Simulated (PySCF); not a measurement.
```xyz
2

Sr    0.0000    0.0000   -0.8556
Al    0.0000    0.0000    2.7874
```

Core potentials replace the inner electrons of Sr.

Level of theory: PBE0/def2-SVP, non-relativistic Hamiltonian with scalar-relativistic core potentials where named, at a bond length of 3.643 Å (PySCF).

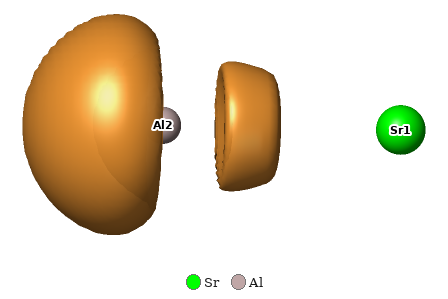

SrAl (charge +1). Isosurface of the ELF at 0.85 (orange), seen from one side. Core shells and regions of very low density are left out.

Question: Where are the electrons localised?

Answer: The surface consists of one lobe of the valence shell of Al pointing towards Sr (polar bonds) and one lobe on Al, pointing away from the bonds (lone pairs). Profiles from the grid: Sr–Al (3.64 Å): the ELF peaks at about 1 in the valence shell of Al, 1.3 Å from its nucleus, and is about 0.80 at the midpoint.
